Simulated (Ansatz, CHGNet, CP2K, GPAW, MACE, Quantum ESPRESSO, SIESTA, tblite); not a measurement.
**CP2K runs on random packing of Sn (61 atoms)**

Wanted: CP2K inputs and outputs for random packing of Sn (61 atoms), checked against a plane-wave reference.

Calculated with CP2K 2026.2; the method is named at each step.

## Step 1: Starting point

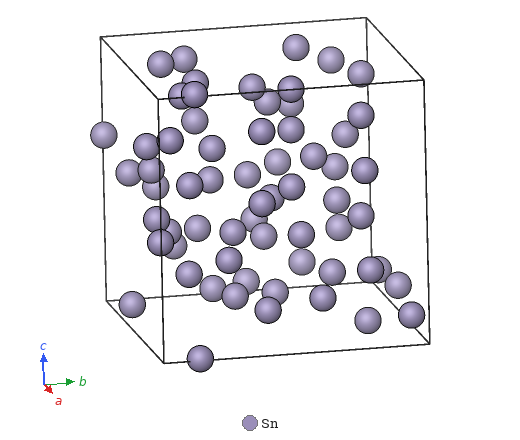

The cell as given, slightly off an axis (tin purple). Some periodic images of atoms are drawn too.

The cell holds 61 atoms: 61 Sn. Its edges and angles: a = 11.914 Å, b = 11.914 Å, c = 11.914 Å, α = 90.0°, β = 90.0°, γ = 90.0°. 61 atoms (61 Sn) packed at random in a cube at 7.11 g/cm³ and pushed apart as soft spheres; a start for melting by ab initio MD, not an equilibrated structure. Then every atom was moved at random, 0.05 Å r.m.s. a Cartesian component.

The yardstick, on the same geometry:

| Quantity | Value |
| --- | --- |
| method | Kohn-Sham DFT, PBE, PAW, plane waves (Ansatz 0.2.0); cutoff 420 eV, Γ point, fermi-dirac smearing of 0.05 eV; PAW set soft_2 |
| r.m.s. force component | 1.178 eV/Å |
| longest force | 4.322 eV/Å |
| pressure | 15 GPa |
| SCF cycles | 10 |
| time | 16 s on 8 threads of Arm Neoverse V2, shared host |
| CPU time | 2 min |

## Step 2: PBE, DZVP-UZH, 350/50 Ry, diagonalisation

Method: Kohn-Sham DFT, PBE, GTH-PBE pseudopotentials, Gaussian and plane waves, DZVP-MOLOPT (UZH set), diagonalisation.

File input.inp:

```
&GLOBAL
  PROJECT cell
  RUN_TYPE ENERGY_FORCE
  PRINT_LEVEL LOW
&END GLOBAL
&FORCE_EVAL
  METHOD QS
  STRESS_TENSOR ANALYTICAL
  &DFT
    BASIS_SET_FILE_NAME BASIS_MOLOPT_UZH
    POTENTIAL_FILE_NAME POTENTIAL_UZH
    &MGRID
      CUTOFF 350
      REL_CUTOFF 50
    &END MGRID
    &QS
      EPS_DEFAULT 1.0E-12
    &END QS
    &SCF
      SCF_GUESS ATOMIC
      EPS_SCF 1.0E-06
      MAX_SCF 200
      ADDED_MOS 27
      &DIAGONALIZATION
        ALGORITHM STANDARD
      &END DIAGONALIZATION
      &SMEAR ON
        METHOD FERMI_DIRAC
        ELECTRONIC_TEMPERATURE [K] 580
      &END SMEAR
      &MIXING
        METHOD BROYDEN_MIXING
        ALPHA 0.15
        NBROYDEN 8
      &END MIXING
      &PRINT
        &RESTART OFF
        &END RESTART
      &END PRINT
    &END SCF
    &XC
      &XC_FUNCTIONAL PBE
      &END XC_FUNCTIONAL
    &END XC
    &PRINT
      &MULLIKEN ON
      &END MULLIKEN
      &LOWDIN ON
      &END LOWDIN
      &MO ON
        EIGENVALUES T
        OCCUPATION_NUMBERS T
        MO_INDEX_RANGE 111 134
        &EACH
          QS_SCF 0
        &END EACH
        ADD_LAST NUMERIC
      &END MO
    &END PRINT
  &END DFT
  &SUBSYS
    &CELL
      A 11.91370 0.00000 0.00000
      B 0.00000 11.91370 0.00000
      C 0.00000 0.00000 11.91370
    &END CELL
    &COORD
      SCALED
      Sn 0.97595 0.14213 0.00187
      Sn 0.44745 0.00268 0.09220
      Sn 0.80622 0.54071 0.95317
      Sn 0.26119 0.34622 0.08365
      Sn 0.62367 0.57635 0.75416
      Sn 0.31888 0.52911 0.28238
      Sn 0.39769 0.31549 0.52987
      Sn 0.18472 0.05704 0.52475
      Sn 0.72881 0.14599 0.93788
      Sn 0.45128 0.14327 0.35770
      Sn 0.21844 0.83384 0.26901
      Sn 0.33861 0.83954 0.65003
      Sn 0.34195 0.90301 0.87515
      Sn 0.11077 0.68463 0.72349
      Sn 0.08604 0.50861 0.05738
      Sn 0.60766 0.03602 0.72572
      Sn 0.51563 0.24333 0.92950
      Sn 0.00465 0.00351 0.62904
      Sn 0.88753 0.06574 0.81207
      Sn 0.93716 0.39976 0.83396
      Sn 0.47857 0.68968 0.61095
      Sn 0.60775 0.35335 0.37822
      Sn 0.68377 0.81906 0.42426
      Sn 0.03274 0.25076 0.19879
      Sn 0.30720 0.15922 0.95767
      Sn 0.11286 0.28736 0.92147
      Sn 0.93241 0.79827 0.27956
      Sn 0.30658 0.55659 0.78545
      Sn 0.20601 0.98055 0.09585
      Sn 0.48525 0.46280 0.89048
      Sn 0.41031 0.09256 0.58611
      Sn 0.63612 0.06128 0.45406
      Sn 0.82613 0.63910 0.15987
      Sn 0.66678 0.17244 0.24615
      Sn 0.20169 0.30462 0.70804
      Sn 0.87740 0.79645 0.64322
      Sn 0.40826 0.78783 0.42082
      Sn 0.86767 0.02542 0.42414
      Sn 0.03502 0.85631 0.85820
      Sn 0.95610 0.39123 0.56618
      Sn 0.28008 0.28920 0.32029
      Sn 0.43007 0.54405 0.09477
      Sn 0.63405 0.84697 0.01421
      Sn 0.19881 0.49841 0.48877
      Sn 0.17856 0.83180 0.49017
      Sn 0.04044 0.55343 0.27956
      Sn 0.02690 0.18933 0.42554
      Sn 0.21377 0.68816 0.95983
      Sn 0.78808 0.15652 0.61189
      Sn 0.84727 0.28544 0.33342
      Sn 0.73542 0.81625 0.81728
      Sn 0.05954 0.72533 0.10922
      Sn 0.01034 0.65240 0.48144
      Sn 0.77836 0.54097 0.57635
      Sn 0.56341 0.73185 0.18900
      Sn 0.87088 0.42299 0.14017
[... 1 atom lines left out ...]
      Sn 0.66905 0.59664 0.36567
      Sn 0.62572 0.27779 0.70515
      Sn 0.56820 0.36423 0.12637
      Sn 0.99079 0.93604 0.11260
    &END COORD
    &KIND Sn
      BASIS_SET DZVP-MOLOPT-PBE-GTH-q4
      POTENTIAL GTH-PBE-q4
    &END KIND
  &END SUBSYS
  &PRINT
    &FORCES ON
    &END FORCES
    &STRESS_TENSOR ON
    &END STRESS_TENSOR
  &END PRINT
&END FORCE_EVAL
```

Command:

```
$ OMP_NUM_THREADS=1 mpirun -np 4 cp2k.psmp -i input.inp > output.txt
```

Numbers of over 12 decimals in the logs are rounded to 6 here.

The program printed:

```text
CP2K| version string:                                       CP2K version 2026.2
 CP2K| Input file name                                                 input.inp
 GLOBAL| Basis set file name                                    BASIS_MOLOPT_UZH
 GLOBAL| Potential file name                                       POTENTIAL_UZH
 GLOBAL| Run type                                                   ENERGY_FORCE
 GLOBAL| Total number of message passing processes                             4
 GLOBAL| Number of threads for this process                                    1
 TOTAL NUMBERS AND MAXIMUM NUMBERS
  Total number of            - Atomic kinds:                                   1
                             - Atoms:                                         61
                             - Shell sets:                                    61
                             - Shells:                                       305
                             - Primitive Cartesian functions:                244
                             - Cartesian basis functions:                    854
                             - Spherical basis functions:                    793
  Maximum angular momentum of- Orbital basis functions:                        2
                             - Local part of the GTH pseudopotential:          0
                             - Non-local part of the GTH pseudopotential:      4
 SCF PARAMETERS         Density guess:                                    ATOMIC
                        max_scf:                                             200
                        eps_scf:                                        1.00E-06
                        added MOs                                        27    0
                        Mixing method:                            BROYDEN_MIXING
                                                charge density mixing in g-space
                        Smear method:                                FERMI_DIRAC
                        Electronic temperature [K]:                        580.0
                        Electronic temperature [a.u.]:                  1.84E-03
                        Accuracy threshold:                             1.00E-10
 Extrapolation method: initial_guess
 Number of electrons:                                                        244
 Number of occupied orbitals:                                                122
 Number of molecular orbitals:                                               149
 Number of orbital functions:                                                793
 Number of independent orbital functions:                                    793
 SCF WAVEFUNCTION OPTIMIZATION
  Step     Update method      Time    Convergence         Total energy    Change
     1 NoMix/Diag. 0.15E+00    1.6     0.65497894      -217.4157024187 -2.17E+02
     2 Broy./Diag. 0.15E+00    2.1     0.05192324      -212.3619395506  5.05E+00
     3 Broy./Diag. 0.15E+00    2.1     0.10264966      -211.8073854109  5.55E-01
     4 Broy./Diag. 0.15E+00    2.1     0.03162129      -211.5075683675  3.00E-01
     5 Broy./Diag. 0.15E+00    2.1     0.00683903      -211.4563708685  5.12E-02
     6 Broy./Diag. 0.15E+00    2.1     0.01104356      -211.3689569072  8.74E-02
     7 Broy./Diag. 0.15E+00    2.1     0.00212940      -211.3307130695  3.82E-02
[...]
16 Broy./Diag. 0.15E+00    2.1     0.00000563      -211.3106053051 -1.10E-04
    17 Broy./Diag. 0.15E+00    2.1     0.00000176      -211.3106401099 -3.48E-05
    18 Broy./Diag. 0.15E+00    2.1     0.00000042      -211.3106473798 -7.27E-06
  *** SCF run converged in    18 steps ***
  Electronic density on regular grids:       -243.9999999999        0.0000000001
  Core density on regular grids:              243.9999999988       -0.0000000012
  Total charge density on r-space grids:       -0.0000000012
  Total charge density g-space grids:          -0.0000000012
  Overlap energy of the core charge distribution:               7.9521e-07
  Self energy of the core charge distribution:               -455.081846
  Core Hamiltonian energy:                                    103.865627
  Hartree energy:                                             204.678921
  Exchange-correlation energy:                                -64.762256
  Electronic entropic energy:                                  -0.011095
  Fermi energy:                                                 0.185919
  Total energy:                                              -211.310647
  Total energy (extrapolated to T->0):                       -211.305100
 MO| EIGENVALUES AND OCCUPATION NUMBERS
 MO|
 MO|  Index      Eigenvalue [a.u.]        Eigenvalue [eV]             Occupation
 MO|    111               0.161637               4.398366               1.999996
 MO|    112               0.163989               4.462357               1.999987
 MO|    113               0.165382               4.500265               1.999972
 MO|    114               0.167723               4.563974               1.999900
 MO|    115               0.169812               4.620829               1.999689
 MO|    116               0.171953               4.679073               1.999003
[...]
MO|    132               0.206298               5.613658               0.000030
 MO|    133               0.208596               5.676183               0.000009
 MO|    134               0.211377               5.751860               0.000002
 MO| Sum:                                                             244.000000
 MO| E(Fermi):            0.185919 a.u.          5.059104 eV
 !-----------------------------------------------------------------------------!
                     Mulliken Population Analysis
 #  Atom  Element  Kind  Atomic population                           Net charge
       1     Sn       1          4.046809                             -0.046809
       2     Sn       1          3.976995                              0.023005
       3     Sn       1          3.958799                              0.041201
       4     Sn       1          4.030098                             -0.030098
       5     Sn       1          4.034095                             -0.034095
       6     Sn       1          3.983310                              0.016690
[...]
# Total charge                            244.000000                  0.000000
 !-----------------------------------------------------------------------------!
 LOWDIN POPULATION ANALYSIS
 #  Atom  Element  Kind  Atomic population                           Net charge
[...]
59     Sn       1          3.865497                              0.134503
      60     Sn       1          3.864906                              0.135094
      61     Sn       1          3.981828                              0.018172
 # Total charge                            244.000000                  0.000000
 ENERGY| Total FORCE_EVAL ( QS ) energy [hartree]           -211.310646
 FORCES| Atomic forces [hartree/bohr]
 FORCES|   Atom     x               y               z               |f|
 FORCES|      1 -1.86025388E-02 -1.66520242E-02  3.29127432E-02   4.13109311E-02
 FORCES|      2  2.08092689E-02 -7.89014434E-03  1.54986227E-02   2.71198701E-02
 FORCES|      3 -2.95277337E-02  2.26417195E-02 -3.57449999E-02   5.15968947E-02
 FORCES|      4  1.44783809E-02  1.72065783E-02  3.01117177E-02   3.75819823E-02
 FORCES|      5  2.87029593E-02  1.55407322E-02  1.57925376E-03   3.26782538E-02
 FORCES|      6 -2.63260638E-02  1.62844322E-02  1.83122894E-02   3.59664331E-02
[...]
FORCES|     59 -1.98017427E-02  4.15397743E-02  8.47343035E-03   4.67916754E-02
 FORCES|     60  2.48612975E-02 -4.19109342E-03  1.26451530E-02   2.82054830E-02
 FORCES|     61 -4.38846240E-02  4.22880245E-02 -2.02117786E-02   6.42078907E-02
 FORCES| Sum     4.42545013E-06 -6.56057149E-06  3.36819943E-06
 FORCES| Total atomic force                                       8.60060897E-06
 STRESS| Analytical stress tensor [bar]
 STRESS|                        x                   y                   z
 STRESS|      x        1.59269529965E+05  -2.94962004634E+04  -2.49059105435E+04
 STRESS|      y       -2.94962004634E+04   1.59503283746E+05   2.96550937015E+02
 STRESS|      z       -2.49059105435E+04   2.96550937015E+02   1.66367497221E+05
 STRESS| 1/3 Trace                                             1.61713436977E+05
```

Run time: 47 s. Hardware: 4 MPI ranks of Arm Neoverse V2, shared host; peak memory 3.6 GiB.

Banners, paths, timers and routine set-up lines are dropped from the logs unmarked, and long logs keep their key lines alone; longer cuts are marked.

Compared with the plane-wave run:

| Quantity | Value |
| --- | --- |
| r.m.s. force component | 1.178 eV/Å |
| r.m.s. difference of force components | 59.91 meV/Å |
| longest difference of force vectors | 227.7 meV/Å |
| force difference over r.m.s. force | 5.086 % |
| slope of forces against the reference's | 0.9985 |
| correlation of force components | 0.9987 |
| pressure | 16.17 GPa |
| pressure difference | 1.171 GPa |

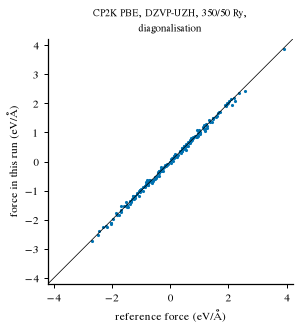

Force components against those of the reference; the line marks equality.

A closer look about Sn55, which has 3 bonded neighbours where the commonest count for Sn is 4: 9 atoms, nearest first, numbered in the order of the input, with positions taken from that point.

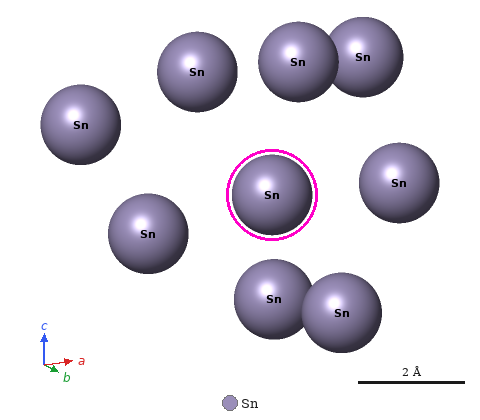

The atoms of the table, within 3.9 Å (arrows a, b, c point along x, y, z); some may hide others; the central atom is ringed.

| atom | x | y | z | distance (Å) | bonds | Mulliken charge (e) | Fx | Fy | Fz (eV/Å) |
| --- | --- | --- | --- | --- | --- | --- | --- | --- | --- |
| Sn55 | 0.00 | 0.00 | 0.00 | 0.00 | 3 | -0.02 | -0.80 | -0.12 | 1.05 |
| Sn43 | 0.84 | 1.37 | -2.08 | 2.63 | 3 | 0.07 | -0.01 | 1.36 | -0.26 |
| Sn58 | 1.26 | -1.61 | 2.10 | 2.93 | 5 | -0.03 | 1.51 | -0.80 | -0.77 |
| Sn42 | -1.59 | -2.24 | -1.12 | 2.96 | 4 | -0.02 | 0.21 | 1.94 | -0.71 |
| Sn23 | 1.43 | 1.04 | 2.80 | 3.32 | 2 | 0.06 | 0.35 | 1.49 | 0.53 |
| Sn33 | 3.13 | -1.10 | -0.35 | 3.34 | 4 | -0.04 | -2.25 | 1.58 | 0.17 |
| Sn37 | -1.85 | 0.67 | 2.76 | 3.39 | 4 | -0.04 | 0.47 | 0.58 | -2.52 |
| Sn2 | -1.38 | 3.23 | -1.15 | 3.69 | 3 | 0.02 | 1.07 | -0.41 | 0.80 |
| Sn6 | -2.91 | -2.42 | 1.11 | 3.94 | 4 | 0.02 | -1.35 | 0.84 | 0.94 |

Forces lie 5.1 % from the reference's, at 1.5 times its CPU time (on 4 against 8 cores).

## Step 3: GFN1-xTB, diagonalisation

Method: GFN1-xTB tight binding (the program's own implementation), diagonalisation.

File input.inp:

```
&GLOBAL
  PROJECT cell
  RUN_TYPE ENERGY_FORCE
  PRINT_LEVEL LOW
&END GLOBAL
&FORCE_EVAL
  METHOD QS
  STRESS_TENSOR ANALYTICAL
  &DFT
    &QS
      METHOD XTB
      &XTB
        GFN_TYPE 1
        DO_EWALD T
        CHECK_ATOMIC_CHARGES F
      &END XTB
    &END QS
    &SCF
      SCF_GUESS ATOMIC
      EPS_SCF 1.0E-06
      MAX_SCF 200
      ADDED_MOS 45
      &DIAGONALIZATION
        ALGORITHM STANDARD
      &END DIAGONALIZATION
      &SMEAR ON
        METHOD FERMI_DIRAC
        ELECTRONIC_TEMPERATURE [K] 580
      &END SMEAR
      &MIXING
        METHOD BROYDEN_MIXING
        ALPHA 0.15
        NBROYDEN 8
      &END MIXING
      &PRINT
        &RESTART OFF
        &END RESTART
      &END PRINT
    &END SCF
    &PRINT
      &MULLIKEN ON
      &END MULLIKEN
    &END PRINT
  &END DFT
  &SUBSYS
    &CELL
      A 11.91370 0.00000 0.00000
      B 0.00000 11.91370 0.00000
      C 0.00000 0.00000 11.91370
    &END CELL
    &TOPOLOGY
      COORD_FILE_NAME structure.xyz
      COORD_FILE_FORMAT XYZ
    &END TOPOLOGY
  &END SUBSYS
  &PRINT
    &FORCES ON
    &END FORCES
    &STRESS_TENSOR ON
    &END STRESS_TENSOR
  &END PRINT
&END FORCE_EVAL
```

File structure.xyz:

```xyz
61

Sn 11.62718 1.69329 0.02228
Sn 5.33079 0.03193 1.09844
Sn 9.60506 6.44186 11.35578
Sn 3.11174 4.12476 0.99658
Sn 7.43022 6.86646 8.98484
Sn 3.79904 6.30366 3.36419
Sn 4.73796 3.75865 6.31271
Sn 2.20070 0.67956 6.25171
Sn 8.68282 1.73928 11.17362
Sn 5.37641 1.70688 4.26153
Sn 2.60243 9.93412 3.20490
Sn 4.03410 10.00203 7.74426
Sn 4.07389 10.75819 10.42627
Sn 1.31968 8.15648 8.61944
Sn 1.02505 6.05943 0.68361
Sn 7.23948 0.42913 8.64601
Sn 6.14306 2.89896 11.07378
Sn 0.05540 0.04182 7.49419
Sn 10.57377 0.78321 9.67476
Sn 11.16504 4.76262 9.93555
[... 37 atom lines left out ...]
Sn 7.97086 7.10819 4.35648
Sn 7.45464 3.30951 8.40095
Sn 6.76936 4.33933 1.50553
Sn 11.80397 11.15170 1.34148
```

Command:

```
$ OMP_NUM_THREADS=1 cp2k.psmp -i input.inp > output.txt
```

The program printed:

```text
CP2K| version string:                                       CP2K version 2026.2
 CP2K| Input file name                                                 input.inp
 GLOBAL| Basis set file name                                           BASIS_SET
 GLOBAL| Potential file name                                           POTENTIAL
 GLOBAL| Run type                                                   ENERGY_FORCE
 GLOBAL| Total number of message passing processes                             1
 GLOBAL| Number of threads for this process                                    1
[... lines left out ...]
                        Smear method:                                FERMI_DIRAC
[... lines left out ...]
 Number of electrons:                                                        244
[... lines left out ...]
  Step     Update method      Time    Convergence         Total energy    Change
[... lines left out ...]
  *** SCF run converged in    95 steps ***
[... lines left out ...]
  Fermi energy:                                                -0.275161
  Total energy:                                              -156.157885
  Total energy (extrapolated to T->0):                       -156.153546
[... lines left out ...]
      60     Sn         1                 4.005152                     -0.005152
      61     Sn         1                 3.990795                      0.009205
 # Total charge                         244.000000                      0.000000
 ENERGY| Total FORCE_EVAL ( QS ) energy [hartree]           -156.157885
 FORCES| Atomic forces [hartree/bohr]
 FORCES|   Atom     x               y               z               |f|
 FORCES|      1 -2.69734128E-02 -2.71177611E-02  4.21523486E-02   5.69188762E-02
 FORCES|      2  1.48978390E-02 -6.80778707E-03  5.35897772E-03   1.72339842E-02
 FORCES|      3 -3.01564166E-02  2.02177184E-02 -4.59784306E-02   5.85848247E-02
[...]
FORCES|     60  2.70488765E-02 -8.39507449E-03  1.57748615E-02   3.24185942E-02
 FORCES|     61 -4.37718852E-02  4.29631528E-02 -3.49752668E-02   7.06050970E-02
 FORCES| Sum     1.73472348E-16 -9.71445147E-17 -2.70616862E-15
 FORCES| Total atomic force                                       2.71346242E-15
 STRESS| Analytical stress tensor [bar]
 STRESS|                        x                   y                   z
 STRESS|      x        8.91659767847E+02  -2.78882267610E+04  -3.09254213836E+04
 STRESS|      y       -2.78882267610E+04   9.77286836130E+03   8.19625776868E+03
 STRESS|      z       -3.09254213836E+04   8.19625776868E+03   1.92541304433E+04
 STRESS| 1/3 Trace                                             9.97288619081E+03
```

Wall time 12 s (1 thread); peak memory 0.23 GiB.

Numbers from this run, and their distance from the reference:

| Quantity | Value |
| --- | --- |
| r.m.s. force component | 1.542 eV/Å |
| r.m.s. difference of force components | 595.6 meV/Å |
| longest difference of force vectors | 2269 meV/Å |
| force difference over r.m.s. force | 50.56 % |
| slope of forces against the reference's | 1.229 |
| correlation of force components | 0.9388 |
| pressure | 0.9973 GPa |
| pressure difference | -14 GPa |

Against the first run (5.1 %), the force difference from the reference is 51 %, at 0.065 times the CPU time (on 1 against 4 cores) (95 SCF steps against 18); the model has changed, so this is no error of the program alone.

(Continued in part 2 of 2.)

[Also dropped from logs without a mark: logging warnings of Python, and SIESTA's first energy breakdown and zero terms.]

[Logs are printed without paths, hosts, clocks, repeated set-up lines and the standing remarks that a program may print on its own settings, such as how far it seeks lower states.]

[Hosts, paths, dates, database ids (printed as entryN), source tags and the programs' standing remarks are cut or masked in the printed files.]
